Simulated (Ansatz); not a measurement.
**C₃H₅FN₂: how energies converge with the basis set**

Aim: see how fast density functionals converge with the basis set for C₃H₅FN₂.

Method: one geometry, several basis sets; program: Ansatz 0.2.0, Gaussian basis.

Plan: PBE0-D4/def2-SVP; ωB97M-V/def2-SVP; PBE0-D4/def2-QZVPP; ωB97M-V/def2-QZVPP; the functionals' def2-TZVPP values are taken from earlier runs.

### 1 The relaxed structure

An earlier PBE0-D4 in a triple-zeta def2 set relaxation fixed the geometry.

11 atoms, charge 0, spin multiplicity 1.

Atoms are counted from 1 here; the program's logs count them from 0.

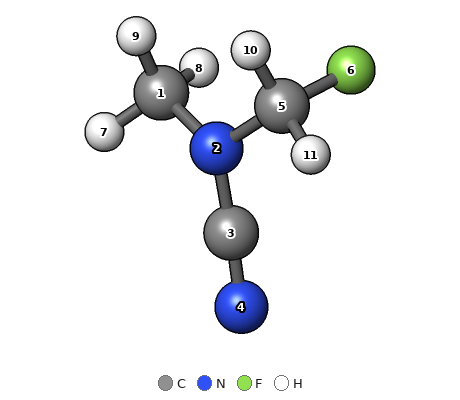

The geometry (carbon grey, nitrogen blue, fluorine green, hydrogen white); atoms are numbered from 1 in the order of the file.

### 2 PBE0-D4 in def2-SVP

The input, in.yaml:

```yaml
crystal:
  periodic: [false, false, false]
  atoms:
    - {symbol: C, position_ang: [0.231250, -1.218196, 0.465451]}
    - {symbol: N, position_ang: [0.071361, -0.029027, -0.363016]}
    - {symbol: C, position_ang: [-0.774855, -0.100965, -1.391059]}
    - {symbol: N, position_ang: [-1.475650, -0.179188, -2.305930]}
    - {symbol: C, position_ang: [0.295514, 1.241027, 0.228189]}
    - {symbol: F, position_ang: [-0.672547, 1.554128, 1.165841]}
    - {symbol: H, position_ang: [0.278875, -2.096078, -0.176737]}
    - {symbol: H, position_ang: [-0.590511, -1.333612, 1.176436]}
    - {symbol: H, position_ang: [1.170780, -1.132155, 1.012910]}
    - {symbol: H, position_ang: [1.253872, 1.226185, 0.751892]}
    - {symbol: H, position_ang: [0.277112, 2.010882, -0.543476]}
basis:
  gaussian: {orbitals: def2-SVP}
hamiltonian: {xc: pbe0, dispersion: d4}
output: {orbitals: {seedname: orbitals}}
```

Started as:

```console
ansatz run in.yaml --threads 4 --pin off --events-out ev --progress --plain --max-ram 10444MiB
```

Output:

```text
Functional definition: PBE0
  name "PBE0"
  cite "Adamo & Barone, J. Chem. Phys. 110, 6158 (1999) doi:10.1063/1.478522"
  cite "Perdew, Burke & Ernzerhof, Phys. Rev. Lett. 77, 3865 (1996) doi:10.1103/PhysRevLett.77.3865"
  parent pbe
  parameter a = 0.25
  parameter kappa = 0.804
  parameter beta = 0.06672455060314922
  exchange = (1 - a)*pbe_x(kappa = kappa, mu = beta*pi^2/3) + a*exact_x
  correlation = pbe_c(beta = beta)
1256 factors; their error is unknown
mean field evaluation 1: about -8866.6410 eV, gradient 4.9e1 eV
mean field evaluation 2: about -8861.0811 eV, gradient 7.0e1 eV
mean field evaluation 4: about -8871.7642 eV, gradient 3.1e0 eV
mean field evaluation 8: about -8871.7820 eV, gradient 8.4e-2 eV
mean field evaluation 16: about -8871.7752 eV, gradient 4.1e-5 eV
mean field -8871.77518769 eV, -326.0317246425 hartree, gradient 4.1e-5 eV, S^2 0.000000; 0 other end points of the search recorded, 0 dependent functions left out
reference -8871.77521048 eV, -326.0317254798 hartree; 23, 23 occupied and 86, 86 virtual orbitals, 1256 factors
Total energy: -8871.94651291 eV, -326.0380207282 hartree
```

Run time: 0.65 s. Hardware: 4 threads of INTEL XEON PLATINUM 8581C at 2.30GHz, shared host.

### 3 ωB97M-V in def2-SVP

Changes to in.yaml since step 2:

```diff
@@ -16,3 +16,3 @@
   gaussian: {orbitals: def2-SVP}
-hamiltonian: {xc: pbe0, dispersion: d4}
+hamiltonian: {xc: {name: wB97M-V}}
 output: {orbitals: {seedname: orbitals}}
```

Same command.

Output, shortened:

```text
Functional definition: wB97M-V
  name "wB97M-V"
  cite "Mardirossian & Head-Gordon, J. Chem. Phys. 144, 214110 (2016) doi:10.1063/1.4952647"
  cite "Becke, J. Chem. Phys. 107, 8554 (1997) doi:10.1063/1.475007"
  cite "Vydrov & Van Voorhis, J. Chem. Phys. 133, 244103 (2010) doi:10.1063/1.3521275"
  # Of w^i u^j: cxij and so on, Table III.
[...]
  gx(w, u) = 1 - cx + cx01*u + cx10*w
  gss(w, u) = css00 + css04*u^4 + css10*w + css20*w^2 + css43*w^4*u^3
  gos(w, u) = cos00 + cos10*w + (cos20 + cos21*u)*w^2 + (cos60 + cos61*u)*w^6
[...]
      + integral(e_c_pw_mod_opposite_spin*gos(b97_w_opposite, b97_u_opposite)) + vv10(b, c)
1256 factors; their error is unknown
272 factors; integrals over basis functions are off by at most 7.4e-6 eV
[...]
mean field -8878.33482423 eV, -326.2727868391 hartree, gradient 5.8e-5 eV, S^2 0.000000; 0 other end points of the search recorded, 0 dependent functions left out
reference -8878.33485807 eV, -326.2727880824 hartree; 23, 23 occupied and 86, 86 virtual orbitals, 1256 factors
Total energy: -8878.33485807 eV, -326.2727880824 hartree
```

It took 1.8 s on 4 threads of INTEL XEON PLATINUM 8581C at 2.30GHz, shared host.

### 4 PBE0-D4 in def2-QZVPP

Changes to in.yaml since step 3:

```diff
@@ -15,4 +15,4 @@
 basis:
-  gaussian: {orbitals: def2-SVP}
-hamiltonian: {xc: {name: wB97M-V}}
+  gaussian: {orbitals: "def2-QZVPP.json"}
+hamiltonian: {xc: pbe0, dispersion: d4}
 output: {orbitals: {seedname: orbitals}}
```

The command is unchanged.

Output:

```text
Functional definition: PBE0
  name "PBE0"
  cite "Adamo & Barone, J. Chem. Phys. 110, 6158 (1999) doi:10.1063/1.478522"
  cite "Perdew, Burke & Ernzerhof, Phys. Rev. Lett. 77, 3865 (1996) doi:10.1103/PhysRevLett.77.3865"
  parent pbe
  parameter a = 0.25
  parameter kappa = 0.804
  parameter beta = 0.06672455060314922
  exchange = (1 - a)*pbe_x(kappa = kappa, mu = beta*pi^2/3) + a*exact_x
  correlation = pbe_c(beta = beta)
1360 factors; their error is unknown
mean field evaluation 1: about -8875.4193 eV, gradient 6.0e1 eV
mean field evaluation 2: about -8872.1799 eV, gradient 7.0e1 eV
mean field evaluation 4: about -8882.4339 eV, gradient 4.7e0 eV
mean field evaluation 8: about -8882.4753 eV, gradient 3.4e-1 eV
mean field evaluation 16: about -8882.4794 eV, gradient 1.3e-4 eV
mean field -8882.47935888 eV, -326.4250956780 hartree, gradient 5.0e-5 eV, S^2 0.000000; 0 other end points of the search recorded, 0 dependent functions left out
reference -8882.47939574 eV, -326.4250970326 hartree; 23, 23 occupied and 469, 469 virtual orbitals, 1360 factors
Total energy: -8882.65069817 eV, -326.4313922809 hartree
```

It took 4.6 s on 4 threads of INTEL XEON PLATINUM 8581C at 2.30GHz, shared host; peak memory 1.6 GiB.

### 5 ωB97M-V in def2-QZVPP

Changes to in.yaml since step 4:

```diff
@@ -16,3 +16,3 @@
   gaussian: {orbitals: "def2-QZVPP.json"}
-hamiltonian: {xc: pbe0, dispersion: d4}
+hamiltonian: {xc: {name: wB97M-V}}
 output: {orbitals: {seedname: orbitals}}
```

Same command.

Output, shortened:

```text
Functional definition: wB97M-V
  name "wB97M-V"
  cite "Mardirossian & Head-Gordon, J. Chem. Phys. 144, 214110 (2016) doi:10.1063/1.4952647"
  cite "Becke, J. Chem. Phys. 107, 8554 (1997) doi:10.1063/1.475007"
  cite "Vydrov & Van Voorhis, J. Chem. Phys. 133, 244103 (2010) doi:10.1063/1.3521275"
  # Of w^i u^j: cxij and so on, Table III.
[...]
  gx(w, u) = 1 - cx + cx01*u + cx10*w
  gss(w, u) = css00 + css04*u^4 + css10*w + css20*w^2 + css43*w^4*u^3
  gos(w, u) = cos00 + cos10*w + (cos20 + cos21*u)*w^2 + (cos60 + cos61*u)*w^6
[...]
      + integral(e_c_pw_mod_opposite_spin*gos(b97_w_opposite, b97_u_opposite)) + vv10(b, c)
1360 factors; their error is unknown
352 factors; integrals over basis functions are off by at most 1.0e-5 eV
[...]
mean field -8889.37784703 eV, -326.6786104418 hartree, gradient 6.8e-5 eV, S^2 0.000000; 0 other end points of the search recorded, 0 dependent functions left out
reference -8889.37790361 eV, -326.6786125209 hartree; 23, 23 occupied and 469, 469 virtual orbitals, 1360 factors
Total energy: -8889.37790361 eV, -326.6786125209 hartree
```

It took 9.5 s on 4 threads of INTEL XEON PLATINUM 8581C at 2.30GHz, shared host; peak memory 2 GiB.

### 6 Functionals by basis

The def2-TZVPP values come from earlier runs at the same geometry.

```
functional       basis  functions  energy (eV)  from the largest (eV)  HOMO (eV)  LUMO (eV)
   PBE0-D4    def2-SVP        109   -8871.9465                 10.704      -7.64       1.00
   PBE0-D4  def2-TZVPP        256   -8882.1813                  0.469      -7.76       0.74
   PBE0-D4  def2-QZVPP        492   -8882.6507                  0.000      -7.79       0.36
   ωB97M-V    def2-SVP        109   -8878.3349                 11.043      -9.87       3.13
   ωB97M-V  def2-TZVPP        256   -8888.9309                  0.447     -10.02       2.34
   ωB97M-V  def2-QZVPP        492   -8889.3779                  0.000     -10.05       1.51
```

### 7 Summary of results

| quantity | value |
| --- | --- |
| PBE0-D4: double and triple zeta above quadruple | 10.70, 0.47 eV |
| ωB97M-V: double and triple zeta above quadruple | 11.04, 0.45 eV |

PBE0-D4 gains 10.23 eV from double to triple zeta, then 0.47 eV more. Total energies overstate the basis error of differences, where much of it tends to cancel. The LUMO of ωB97M-V is positive and keeps falling with the basis (3.13 to 1.51 eV): an unbound level that the basis holds in place.

For PBE0-D4 the largest set took about 7 times as long as the smallest (4.6 s against 0.65 s).
